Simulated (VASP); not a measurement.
Band structure of TlI (relaxed from the wurtzite structure, space group P6_3mc). Level of theory: PBE GGA, VASP's PBE PAW potentials (set 64) (plane waves; VASP).

Unless said otherwise, spin-orbit coupling is left out, though it shifts the bands of the heavy elements here.

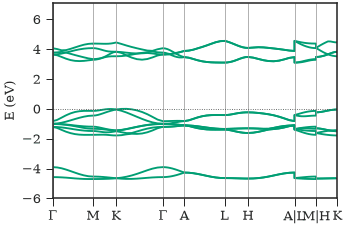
Figure. Bands along high-symmetry lines, zero at the valence-band maximum or, without a gap, the Fermi level

Question: Read the plot: is there a gap, and where are the band edges?

Answer: The gap is indirect, 3.10 eV, from the valence maximum at K-Γ at 0.22 to the conduction minimum at L-M at 0.11. (Edges off the drawn lines would not show.)

The structure was generated: TlI was put into the wurtzite type (P6_3mc), which need not be its known phase. It was relaxed first, which changed the volume by +76 %.
